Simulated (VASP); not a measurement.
Band structure of AlN (zinc blende). Level of theory: optB88-vdW, VASP's PBE PAW potentials (set 64) (plane waves; VASP).

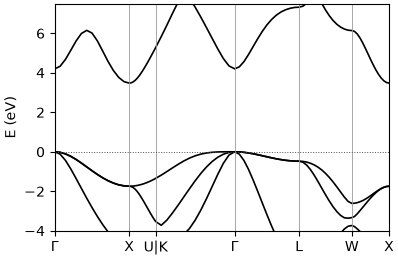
Bands along high-symmetry lines, zero at the valence-band maximum or, without a gap, the Fermi level

Problem. Read the plot: is there a gap, and where are the band edges?

Solution. The gap is indirect, 3.48 eV, from the valence maximum at Γ to the conduction minimum at X. (Edges off the drawn lines would not show.)

Measured: gap 5.34 eV (computed value off by -1.86 eV), as given by Daiki Deguchi et al., Japanese Journal of Applied Physics (2016), arXiv:1512.06930.

The compound is AlN in the zinc blende structure, a metastable form; wurtzite is the usual one. It was relaxed first.
